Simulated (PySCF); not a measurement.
SMILES [C]1=CCCC=C1 (C₆H₇), doublet, CAM-B3LYP/def2-SVP optimised geometry. Atoms within 1.6 Å of the plane z = 1.2 Å (x, y, z in Å): C3 (-1.40, 0.68, 0.00), C4 (-0.81, -0.73, 0.00), C5 (0.70, -0.73, 0.00), H8 (-1.32, 1.12, 1.01), H9 (-2.48, 0.64, -0.23), H10 (-1.19, -1.30, 0.86), H12 (1.23, -1.58, 0.44).

Calculation: PySCF with unrestricted CAM-B3LYP/def2-TZVP.

Map of the log10 of the electron density (e/bohr³), floored at −4 on the plane z = 1.2 Å:

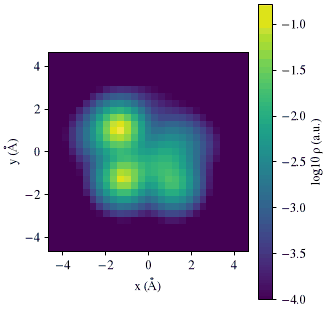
Figure. Log10 of the electron density (e/bohr³), floored at −4 on the plane z = 1.2 Å.
